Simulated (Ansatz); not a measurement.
```
Zr Si N
1.0
     4.13236    0.00000    0.00000
     0.00000    4.13236    0.00000
     0.00000    0.00000    7.38135
Zr Si N
1 3 3
Direct
  0.00000 0.00000 0.20673
  0.50000 0.00000 0.87162
  0.00000 0.50000 0.87162
  0.00000 0.00000 0.69138
  0.50000 0.00000 0.09711
  0.00000 0.50000 0.09711
  0.00000 0.00000 0.47182
```

Space group P4mm; a structure generated by program, which may or may not match a known phase; computed without spin polarisation.

These are results of DFT PBE, scalar-relativistic, plane waves, PAW (Ansatz 0.2.0), not measurements.

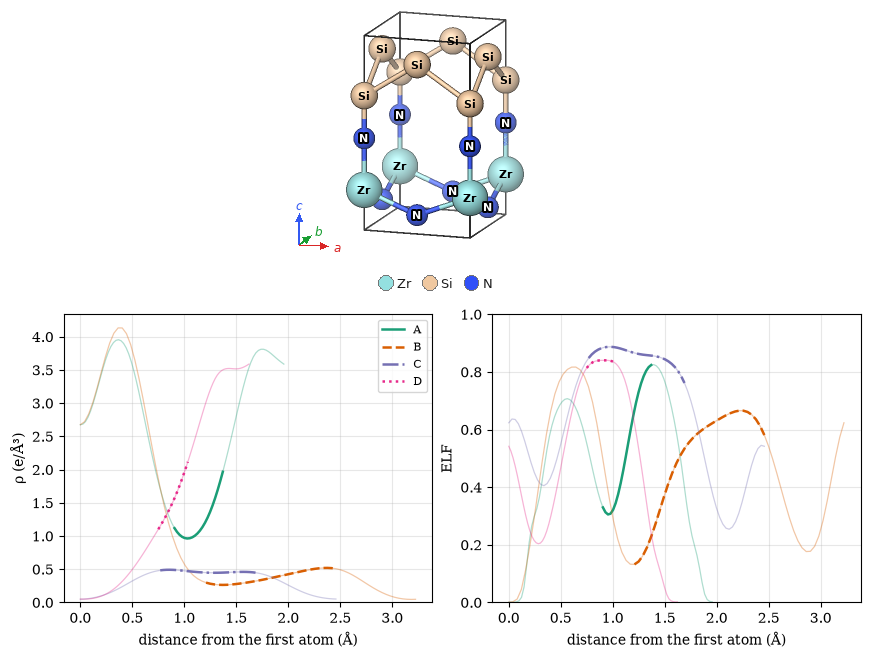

ZrSi3N3. Valence pseudo-density and ELF along straight lines between neighbouring atoms. Thin, pale parts lie inside the atomic spheres. The structure is drawn too.

In a PAW calculation such maps are meaningful between the atoms, not at the nuclei.

Which curve belongs to which contact (Si–N, Si–Si, Zr–N and Zr–Si)? The first atom named is at distance zero.

Answer. Curve A: Zr–N (1.96 Å): ρ is about 0.99 e/Å³ halfway; the ELF peaks at about 0.85 in the valence shell of N, 0.6 Å from its nucleus, and drops to about 0.30 between the two atoms. Curve B: Zr–Si (3.22 Å): ρ is about 0.3 e/Å³ halfway, with its minimum of 0.26 e/Å³ about 1.4 Å from Zr; the ELF peaks at about 0.65 in the valence shell of Si, 1.0 Å from its nucleus, and is about 0.50 at the midpoint. Curve C: Si–Si (2.46 Å): ρ at the midpoint is about 0.45 e/Å³; the ELF peaks at about 0.90 between the atoms. Curve D: Si–N (1.62 Å): the density is about 1.3 e/Å³ at the midpoint; the ELF peaks at about 0.85 between the atoms.
